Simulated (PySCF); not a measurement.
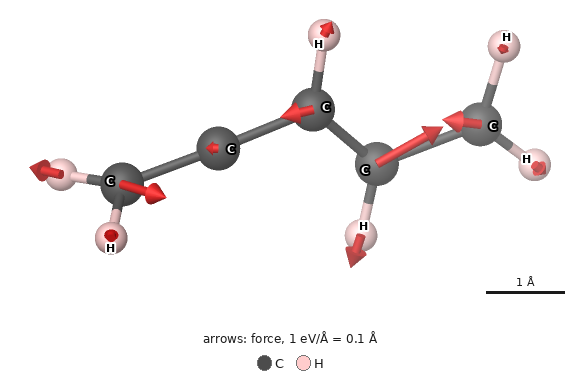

Starting geometry of C5H6 with the computed forces as red arrows. Style: ball-and-stick. Shown at a tilt.

The start comes from MMFF94s. Its atoms were then displaced at random by about 0.03 Å.

All numbers below come from PBE0-D3(BJ)/def2-SVP geometry optimisation, gas phase (PySCF). 

Is this structure relaxed? If not, where do the atoms go?

It isn't relaxed: the largest force vector, on a C atom, is 9.80 eV/Å. The final displacements follow the starting forces only in part (cosine between the two patterns 0.67). The largest move after the best rigid fit is that of a C atom, 0.12 Å. Largest moves by element: C 0.12 Å, H 0.10 Å. Among the contacts that change: C–H 0.984 → 1.096 Å, C–C 1.443 → 1.340 Å, C–C 1.369 → 1.458 Å, C–H 1.157 → 1.096 Å. Bond angles that change, for instance: C–C–H 128.4° → 117.4°, C–C–C 117.5° → 124.4°, C–C–H 123.2° → 116.3°. The energy falls by 29.9 kcal/mol in 8 geometry steps. The run took 25 s on 1 thread of Intel(R) Xeon(R) Platinum 8375C CPU @ 2.90GHz, on a shared host.
